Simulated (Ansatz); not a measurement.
In doubt: masses and optical values from hybrid runs of this build are listed as unsure (in some of the runs), which bears on the screening that GW takes from such a start.

The crystal is Te3As2 (Kalgoorlieite).

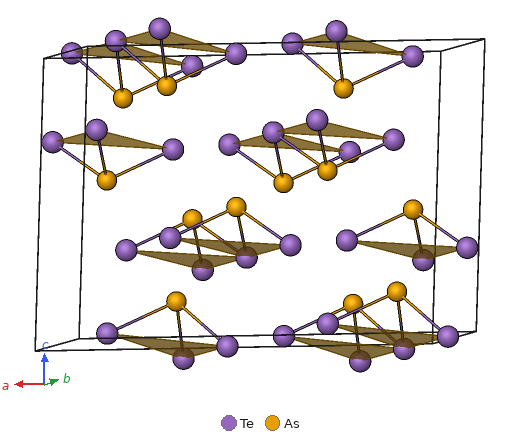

The structure (tellurium purple, arsenic orange). Some periodic images of atoms are drawn too.

Symmetry: C2/m, No. 12, monoclinic system. Conventional cell: a = 14.357 Å, b = 4.020 Å, c = 9.899 Å, α = 90.00°, β = 95.11°, γ = 90.00°. Te has 3 As at 2.74 to 2.99 Å nearest. Te has 3 As at 2.65 to 2.95 Å nearest. Te has 3 As at 2.76 to 2.82 Å nearest. Nearest to As lie 6 Te at 2.76 to 2.99 Å. Nearest to As lie 3 Te at 2.65 to 2.74 Å. Farther neighbours and most contacts between anions are not listed.

```xyz
10
Lattice="7.1787 -2.0099 0.0000 7.1787 2.0099 0.0000 -0.8812 0.0000 9.8597" Properties=species:S:1:pos:R:3 pbc="T T T"
Te    0.1622    0.0000    2.8278
Te   13.3139    0.0000    7.0319
Te   10.8670    0.0000    3.3424
Te    2.6092    0.0000    6.5173
Te    5.3441    0.0000    0.3500
Te    8.1320    0.0000    9.5097
As    2.7847    0.0000    1.3882
As   10.6914    0.0000    8.4715
As    8.4171    0.0000    4.3442
As    5.0590    0.0000    5.5155
```

The cell and positions come from the Crystallography Open Database and are kept as given unless a step says otherwise. Spin-orbit coupling is left out unless a run names it. PAW set soft_2, made with PBE.

Gaps computed with Ansatz 0.2.0 without a self-energy: HSE06 0.73 eV.

**Question.** What gap should G0W0 on HSE06 give (4×4×2 mesh, 1070 empty bands, screening to 140 eV, default PAW files)?

About 0.72 eV: on its mesh the run moves the gap from 0.80 eV by −0.01 eV, and the mesh misses the edges by 0.08 eV. Bands and cutoff are finite, so the gap is not at the basis limit. The miss can reach some tenths of an eV and take either sign; the mesh is an error of its own. The 4×4×2 mesh is coarse for this cell (its supercell is 20 Å along the shortest edge). The RPA ε∞ on it, from the HSE06 start, is 17.53, 33.36 and 35.02; such meshes misread the long-range screening, most where the gap is narrow. The RPA ε∞ on this mesh reaches over 25; with a narrow direct gap a coarse mesh can overstate it, and the correction is then too small. The many-body steps are scalar-relativistic: spin-orbit coupling is not in them.

[Paths, hosts, dates, memory and timing lines, banners, echoed tables and standing remarks are left out of the program output.]

[Logs are printed without paths, hosts, clocks, repeated set-up lines and the standing remarks that a program may print on its own settings, such as how far it seeks lower states.]

[Runs of the session that timed out or met a known fault of the program may be left out.]

[Cells called generated may have been cut or substituted from an entry of the Crystallography Open Database or the Materials Project.]

[Hosts, paths, dates, database ids (printed as entryN), source tags and the programs' standing remarks are cut or masked in the printed files.]
